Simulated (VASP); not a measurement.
Energy against volume of Pt (fcc). Level of theory: PBEsol GGA, VASP's PBE PAW potentials (set 64) (plane waves; VASP).

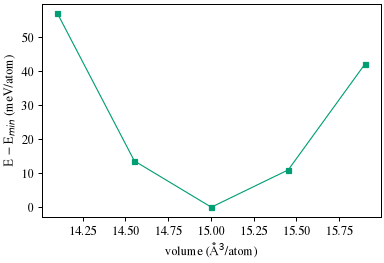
Energy against volume

Problem. Estimate the equilibrium volume and the bulk modulus.

Solution. The minimum lies near 15.0 Å³/atom, and the curvature gives B0 of about 290 GPa.

Measured: bulk modulus 289 GPa at 0 K (computed value off by +0.4 %), as given by H. Levämäki et al., Physical Review B (2014), arXiv:1402.3671 [corrected for temperature and zero-point phonon effects]; a 3.913 Å at 0 K (computed value off by +0.1 %), as given by Daniel Mejia-Rodriguez et al., Physical Review B (2018), arXiv:1807.09216 [static lattice: zero-point anharmonic expansion removed].

The compound is Pt in the fcc structure. It was relaxed first.
